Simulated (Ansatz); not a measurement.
## GePbO3 (Pm-3m): relaxing the cell for a phonon run

Wanted: the relaxed cell of GePbO3 (Pm-3m).

Main program and level: Ansatz 0.2.0; DFT PBEsol, scalar-relativistic, plane waves, PAW; PAW set soft_1.

### Step 1. Starting point

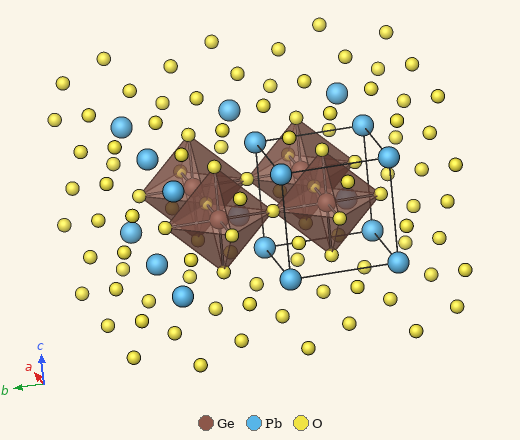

The cell as given, from a free direction (germanium brown, lead blue, oxygen yellow). 2×2×1 cells are drawn. Some periodic images of atoms are drawn too.

Coordinates:

```cif
data_structure
_symmetry_space_group_name_H-M 'Pm-3m'
_symmetry_Int_Tables_number 221
_cell_length_a 3.8884
_cell_length_b 3.8884
_cell_length_c 3.8884
_cell_angle_alpha 90.000
_cell_angle_beta 90.000
_cell_angle_gamma 90.000
_cell_volume 58.79
loop_
_atom_site_label
_atom_site_type_symbol
_atom_site_symmetry_multiplicity
_atom_site_Wyckoff_symbol
_atom_site_fract_x
_atom_site_fract_y
_atom_site_fract_z
_atom_site_occupancy
Ge1 Ge 1 b 0.50000 0.50000 0.50000 1
Pb1 Pb 1 a 0.00000 0.00000 0.00000 1
O1 O 3 c 0.00000 0.50000 0.50000 1
```

### Step 2. Probe on a coarse mesh

First a cheap look: the gap decides the mesh and the occupations, the pressure tells how far the cell has to move.

The input, input.yaml:

```yaml
crystal:
  lattice:
    - [3.888437, 0.0, 0.0]
    - [0.0, 3.888437, 0.0]
    - [0.0, 0.0, 3.888437]
  atoms:
    - { symbol: Ge, position: [0.5, 0.5, 0.5] }
    - { symbol: Pb, position: [0.0, 0.0, 0.0] }
    - { symbol: O, position: [0.0, 0.5, 0.5] }
    - { symbol: O, position: [0.5, 0.5, 0.0] }
    - { symbol: O, position: [0.5, 0.0, 0.5] }
kpoints:
  mp_grid: { grid: [6, 6, 6] }
hamiltonian:
  xc: pbesol
  pseudopotentials: { kind: paw, azcp: { folder: soft_1 }, xc_functional: pbe }
scf:
  occupations: { method: gaussian, width: 0.1 }
output:
  forces: true
  stress: true
  eigenvalues: true
```

Launch:

```bash
ansatz run input.yaml --threads 4 --pin off --max-ram 10240MiB --backend cpu --events-out ev --progress --plain --runs-dir out
```

Numbers of over 12 decimals in the logs are rounded to 6 here.

The program printed:

```text
Engine: ansatz 0.2.0, aarch64-unknown-linux-gnu
Pseudopotentials: kind: paw
Pseudopotential: Ge, paw, valence charge 14, recommended cutoff 420 eV (normal), soft_1/Ge.paw.azcp
Pseudopotential: Pb, paw, valence charge 14, recommended cutoff 420 eV (normal), soft_1/Pb.paw.azcp
Pseudopotential: O, paw, valence charge 6, recommended cutoff 420 eV (normal), soft_1/O.paw.azcp
Functional definition: PBEsol
[...]
k-point 0: bands = [... 19 lower, 9.2501, 9.4349, 9.4349, 9.4349, 10.1890, 18.9978, 18.9978, 18.9978, ... 1 higher]
  k-point 1: bands = [... 19 lower, 9.0967, 9.3765, 9.4511, 9.4511, 11.5358, 17.4027, 18.5733, 18.5733, ... 1 higher]
  k-point 2: bands = [... 19 lower, 9.2633, 9.5979, 9.5979, 9.9021, 13.5273, 15.2385, 17.9027, 17.9027, ... 1 higher]
  k-point 19: bands = [... 19 lower, 9.0312, 10.6360, 10.6360, 10.6360, 17.4531, 17.4531, 17.4531, 18.0536, ... 1 higher]
[key lines of the parts left out:]
SCF converged after 8 iterations
Free energy (F): -17692.526178 eV
Fermi energy:    10.891559 eV
P = ⅓ Tr σ = -5.9897 GPa (-59.897 kbar)
```

Elapsed: 1.5 s, on 4 threads of Arm Neoverse V1, shared host; peak memory 0.35 GiB.

Numbers from this step:

| Property | Result |
| --- | --- |
| pressure | -5.990 GPa |
| volume per atom | 11.76 Å³ |
| gap on the k-mesh | 0 eV |

The coarse mesh shows no gap and a pressure of -6.0 GPa.

### Step 3. Relaxation

The cell and atoms are relaxed, since residual forces and stress would shift the frequencies.

Edit input.yaml of step 2 so:

```diff
@@ -12,3 +12,3 @@
 kpoints:
-  mp_grid: { grid: [6, 6, 6] }
+  mp_grid: { grid: [10, 10, 10] }
 hamiltonian:
@@ -22 +22,10 @@
   eigenvalues: true
+  write_density: true
+  write_potential: true
+  elf: true
+  volumetric_format: npy
+relax:
+  adjacent_minimum: "off"
+  f_tol: 0.005
+  max_steps: 80
+  cell: { stress_tol: 0.05 }
```

The program printed:

```text
[...]
Crystal: 5 atoms, lattice volume = 58.793 Å³
Basis set: ecut = 420 eV, 1189 PW (Γ), exchange–correlation on 54×54×54 points (8 copies of the dense FFT grid, shifted against one another)
Bands: 28, of which v1, the nominal top of the filled ones, is band 23 counted from 1 (22 counted from 0)
Symmetry: 48 space group operations
[...]
k-points: 56 of 1000
[...]
SCF iter   1: F=—  HF=-17692.959652 eV  |F-HF|=—  |Δ(HF+E_count)|=         —  Δρ=7.58e-2  dr2=1.81e0  ethr=3.10e-3  ⟨swp⟩=6.2  Hψ=7267  notcnv=0
[...]
SCF iter   9: F=-17692.522740 eV  HF=-17692.522740 eV  |F-HF|=2.66e-9  |Δ(HF+E_count)|=   8.22e-9  Δρ=3.00e-6  dr2=4.44e-9  ethr=2.17e-10  ⟨swp⟩=13.9  Hψ=11389  notcnv=0
SCF 1 converged in 9 iterations: F = -17692.522740 eV  dr2 = 4.44e-9
[...]
relax step   1: F+E_penalty+E_count = -17692.52273990 eV  Δ(F+E_penalty+E_count) = +0.000e0 eV  max|allowed force component| = 1.394e-29 eV/Å  Δτ_max = 0.0000 Å  P = -5.987 GPa  Ω = 58.793 Å³  (9 SCF iters, dr2 threshold 1.00e-7 eV, accepted)
Crystal: 5 atoms, lattice volume = 57.135 Å³
Basis set: ecut = 420 eV, 1141 PW (Γ), exchange–correlation on 54×54×54 points (8 copies of the dense FFT grid, shifted against one another)
[...]
iter 1 solved again at ethr=1.73e-5 eV; its pass at ethr=3.10e-3 eV (dr2=7.96e-3 eV) is discarded
[...]
SCF iter   6: F=-17692.566130 eV  HF=-17692.566130 eV  |F-HF|=6.91e-10  |Δ(HF+E_count)|=   1.73e-7  Δρ=5.14e-6  dr2=1.12e-8  ethr=7.72e-10  ⟨swp⟩=7.7  Hψ=11346  notcnv=0
SCF 2 converged in 6 iterations: F = -17692.566130 eV  dr2 = 1.12e-8
relax step   2: F+E_penalty+E_count = -17692.56612960 eV  Δ(F+E_penalty+E_count) = -4.339e-2 eV  max|allowed force component| = 3.671e-29 eV/Å  Δτ_max = 0.0000 Å  P = -1.316 GPa  Ω = 57.135 Å³  energy of the carried Pulay correction = +4.897e-3 eV  (6 SCF iters, dr2 threshold 5.00e-7 eV, accepted)
Crystal: 5 atoms, lattice volume = 56.685 Å³
[...]
SCF iter   6: F=-17692.569200 eV  HF=-17692.569200 eV  |F-HF|=2.62e-10  |Δ(HF+E_count)|=   1.17e-8  Δρ=1.53e-6  dr2=1.09e-9  ethr=7.08e-11  ⟨swp⟩=6.5  Hψ=9709  notcnv=0
SCF 3 converged in 6 iterations: F = -17692.569200 eV  dr2 = 1.09e-9
relax step   3: F+E_penalty+E_count = -17692.56920040 eV  Δ(F+E_penalty+E_count) = -3.071e-3 eV  max|allowed force component| = 5.075e-30 eV/Å  Δτ_max = 0.0000 Å  P = +0.107 GPa  Ω = 56.685 Å³  energy of the carried Pulay correction = +6.252e-3 eV  (6 SCF iters, dr2 threshold 5.00e-7 eV, accepted)
[...]
relax step   4: F+E_penalty+E_count = -17692.56911227 eV  Δ(F+E_penalty+E_count) = +8.813e-5 eV  max|allowed force component| = 4.331e-30 eV/Å  Δτ_max = 0.0000 Å  P = +0.000 GPa  Ω = 56.717 Å³  energy of the carried Pulay correction = +6.153e-3 eV  (6 SCF iters, accepted)
[...]
relax step   5: F+E_penalty+E_count = -17692.56415164 eV  Δ(F+E_penalty+E_count) = +4.961e-3 eV  max|allowed force component| = 4.220e-30 eV/Å  Δτ_max = 0.0000 Å  P = -0.154 GPa  Ω = 56.717 Å³  stress off target by 1.54e-1 GPa  SCF on the basis re-selected at this cell (its energy is not comparable with the rows above)  (6 SCF iters)
[...]
relax step   6: F+E_penalty+E_count = -17692.56431712 eV  Δ(F+E_penalty+E_count) = -1.655e-4 eV  max|allowed force component| = 9.887e-30 eV/Å  Δτ_max = 0.0000 Å  P = -0.001 GPa  Ω = 56.670 Å³  energy of the carried Pulay correction = +1.423e-4 eV  (6 SCF iters, accepted)
[...]
SCF iter   8: F=-17692.563990 eV  HF=-17692.563990 eV  |F-HF|=3.64e-12  |Δ(HF+E_count)|=  3.64e-12  Δρ=1.78e-9  dr2=1.12e-15  ethr=1.00e-12  ⟨swp⟩=3.8  Hψ=5608  notcnv=0
SCF 7 converged in 8 iterations: F = -17692.563990 eV  dr2 = 1.12e-15
relax step   7: F+E_penalty+E_count = -17692.56398961 eV  Δ(F+E_penalty+E_count) = +3.275e-4 eV  max|allowed force component| = 2.761e-30 eV/Å  Δτ_max = 0.0000 Å  P = -0.003 GPa  Ω = 56.670 Å³  stress off target by 3.45e-3 GPa  SCF on the basis re-selected at this cell (its energy is not comparable with the rows above)  (8 SCF iters)
[...]
SCF converged after 8 iterations
Free energy (F): -17692.563990 eV
[...]
Internal energy: -17692.563558 eV  (E = F + TS)
E sigma→0 (E₀):  -17692.563774 eV
Entropy (-TS):   -0.000432 eV (-0.086 meV/atom)
Fermi energy:    11.652863 eV
[...]
--- Stress (GPa, compression-positive) ---
       -0.003453      -0.000000       0.000000
       -0.000000      -0.003453      -0.000000
        0.000000      -0.000000      -0.003453
  P = ⅓ Tr σ = -0.0035 GPa (-0.035 kbar)
--- Band table (eV; the first three rows and the last of 56) ---
  k-point 0: bands = [... 19 lower, 9.7906, 9.9555, 9.9555, 9.9555, 11.2018, 19.9398, 19.9398, 19.9398, ... 1 higher]
  k-point 1: bands = [... 19 lower, 9.7423, 9.9334, 9.9508, 9.9508, 11.7685, 19.1468, 19.7508, 19.7508, ... 1 higher]
  k-point 2: bands = [... 19 lower, 9.6413, 9.8761, 10.0104, 10.0104, 12.8633, 17.7904, 19.3256, 19.3256, ... 1 higher]
  k-point 55: bands = [... 19 lower, 9.6146, 11.2240, 11.2240, 11.2240, 18.3461, 18.3461, 18.3461, 18.9424, ... 1 higher]
--- Relaxed structure (5 steps of the walk, 5 accepted, 2 SCFs on fresh bases) ---
  F+E_penalty+E_count = -17692.56398961 eV   max|allowed force component| = 2.761e-30 eV/Å   (the final SCF, on the basis selected at the relaxed cell)
  cell:  # Å, volume = 56.6698 Å³
    - [3.841054, 0, 0]
    - [0, 3.841054, 0]
    - [0, 0, 3.841054]
  atoms:
    - { symbol: Ge, position: [0.5, 0.5, 0.5] }
    - { symbol: Pb, position: [0, 0, 0] }
    - { symbol: O, position: [0, 0.5, 0.5] }
    - { symbol: O, position: [0.5, 0.5, 0] }
    - { symbol: O, position: [0.5, 0, 0.5] }
```

It took 12 s on 4 threads; peak memory 0.43 GiB.

Step by step:

| step | energy less that of the first step (eV) | largest force component (eV/Å) | pressure (GPa) | volume (Å³) |
| --- | --- | --- | --- | --- |
| 1 | 0.0000 | 0.0000 | -5.99 | 58.79 |
| 2 | -0.0434 | 0.0000 | -1.32 | 57.13 |
| 3 | -0.0465 | 0.0000 | 0.11 | 56.68 |
| 4 | -0.0464 | 0.0000 | 0.00 | 56.72 |
| 5* | -0.0414 | 0.0000 | -0.15 | 56.72 |
| 6 | -0.0416 | 0.0000 | 0.00 | 56.67 |
| 7* | -0.0412 | 0.0000 | 0.00 | 56.67 |

Relaxation steps marked * repeat the geometry before them on a plane-wave basis chosen anew for their cell, so energy and pressure can jump there.

The run keeps the 48 symmetry operations that it works with, so distortions that break them were not tested.

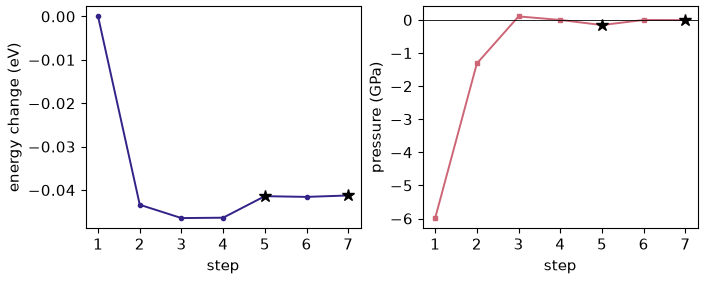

Energy and pressure along the relaxation. Stars mark steps on a basis chosen anew.

| conventional cell, symmetrised | before | after | change |
| --- | --- | --- | --- |
| a (Å) | 3.888 | 3.841 | -1.2 % |
| b (Å) | 3.888 | 3.841 | -1.2 % |
| c (Å) | 3.888 | 3.841 | -1.2 % |
| volume (Å³/atom) | 11.76 | 11.33 | -3.6 % |

Final coordinates:

```cif
data_structure
_symmetry_space_group_name_H-M 'P 1'
_symmetry_Int_Tables_number 1
_cell_length_a 3.8411
_cell_length_b 3.8411
_cell_length_c 3.8411
_cell_angle_alpha 90.000
_cell_angle_beta 90.000
_cell_angle_gamma 90.000
_cell_volume 56.67
loop_
_atom_site_label
_atom_site_type_symbol
_atom_site_fract_x
_atom_site_fract_y
_atom_site_fract_z
_atom_site_occupancy
Ge1 Ge 0.50000 0.50000 0.50000 1
Pb2 Pb 0.00000 0.00000 0.00000 1
O3 O 0.00000 0.50000 0.50000 1
O4 O 0.50000 0.50000 0.00000 1
O5 O 0.50000 0.00000 0.50000 1
```

This step gave:

```
pressure        : -0.003453 GPa
volume per atom : 11.33 Å³
```

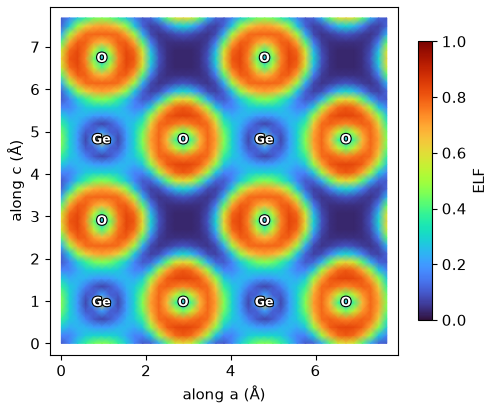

ELF in the ac plane at fractional y = 0.500, with atoms of Ge and O within 0.2 Å of it. It is the smooth field of the valence electrons, not physical close to the nuclei. The map starts off the cell's origin, so that atoms lie inside it.

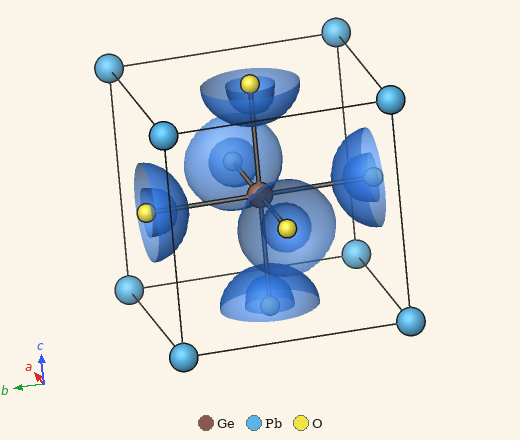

Surface of ELF = 0.76.

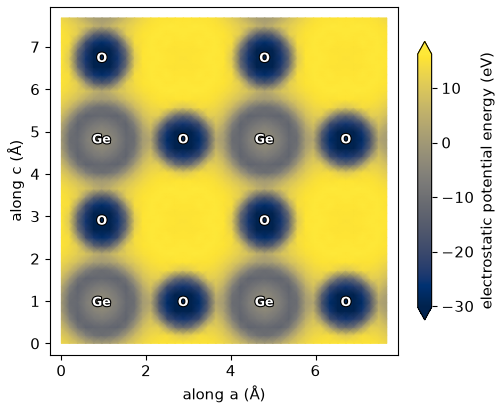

Electrostatic potential energy in the ac plane at fractional y = 0.500, with atoms of Ge and O within 0.2 Å of it. With pseudopotentials it is smooth inside the atoms' cores, unlike the true potential. The map starts off the cell's origin, so that atoms lie inside it.

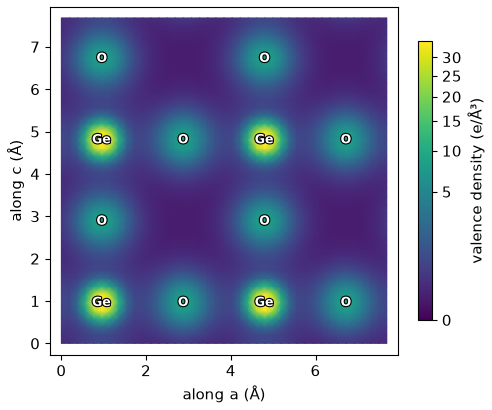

Valence density in the ac plane at fractional y = 0.500, with atoms of Ge and O within 0.2 Å of it. It is the smooth field of the valence electrons, not physical close to the nuclei. The map starts off the cell's origin, so that atoms lie inside it. The colour scale is stretched toward low values.

In this step the volume went from 11.76 to 11.33 Å³/atom.

### Step 4. Tight relaxation

Phonons need a cell at rest on their own settings, so the relaxation is repeated with tight tolerances on forces and stress on the k mesh and occupations of the first response run.

The input, input.yaml:

```yaml
crystal:
  lattice:
    - [3.8410544318, 0.0, 0.0]
    - [0.0, 3.8410544318, 0.0]
    - [0.0, 0.0, 3.8410544318]
  atoms:
    - { symbol: Ge, position: [0.5, 0.5, 0.5] }
    - { symbol: Pb, position: [0.0, 0.0, 0.0] }
    - { symbol: O, position: [0.0, 0.5, 0.5] }
    - { symbol: O, position: [0.5, 0.5, 0.0] }
    - { symbol: O, position: [0.5, 0.0, 0.5] }
kpoints:
  mp_grid: { grid: [12, 12, 12] }
hamiltonian:
  xc: pbesol
  pseudopotentials: { kind: paw, azcp: { folder: soft_1 }, xc_functional: pbe }
scf:
  occupations: { method: methfessel_paxton, width: 0.2 }
output:
  forces: true
  stress: true
  eigenvalues: true
relax:
  adjacent_minimum: "off"
  f_tol: 0.001
  max_steps: 60
  cell: { stress_tol: 0.01 }
```

The program printed:

```text
[...]
Crystal: 5 atoms, lattice volume = 56.670 Å³
Basis set: ecut = 420 eV, 1141 PW (Γ), exchange–correlation on 54×54×54 points (8 copies of the dense FFT grid, shifted against one another)
Bands: 28, of which v1, the nominal top of the filled ones, is band 23 counted from 1 (22 counted from 0)
[... 1 set-up line as in the run before ...]
[...]
k-points: 84 of 1728
[...]
--- Relaxed structure (3 steps of the walk, 3 accepted, 2 SCFs on fresh bases) ---
[...]
cell:  # Å, volume = 56.6551 Å³
    - [3.840723, 0, 0]
    - [0, 3.840723, 0]
    - [0, 0, 3.840723]
  atoms:
    - { symbol: Ge, position: [0.5, 0.5, 0.5] }
    - { symbol: Pb, position: [0, 0, 0] }
    - { symbol: O, position: [0, 0.5, 0.5] }
    - { symbol: O, position: [0.5, 0.5, 0] }
    - { symbol: O, position: [0.5, 0, 0.5] }
[key lines of the parts left out:]
SCF converged after 7 iterations
Free energy (F): -17692.563053 eV
Fermi energy:    11.569865 eV
P = ⅓ Tr σ = -0.0003 GPa (-0.003 kbar)
```

It took 12 s on 4 threads; peak memory 0.45 GiB.

Little changed from the start: no atom moved by 0.005 Å and no cell edge by 0.1 %.

Numbers from this step:

- pressure: -2.62e-4 GPa

The forces vanish by symmetry and the pressure is 0.000 GPa, within the tolerances set. The cell now holds 11.33 Å³/atom.

### Step 5. Outcome

- space group after relaxation (within 0.01 Å): Pm-3m
- lattice constant a: 3.841 Å
- lattice constant b: 3.841 Å
- lattice constant c: 3.841 Å
- volume per atom: 11.3 Å³

In words: The forces vanish by symmetry and the pressure is 0.000 GPa, within the tolerances set. The cell now holds 11.33 Å³/atom. The relaxation keeps the symmetry of its start, so it says nothing on stability against lower symmetry. Spin-orbit coupling is left out, which can matter for the heavy elements here. The PAW files were made for PBE and serve the other functionals too.

[Logs are printed without paths, hosts, clocks, repeated set-up lines and the standing remarks that a program may print on its own settings, such as how far it seeks lower states.]

[Hosts, paths, dates, database ids (printed as entryN), source tags and the programs' standing remarks are cut or masked in the printed files.]
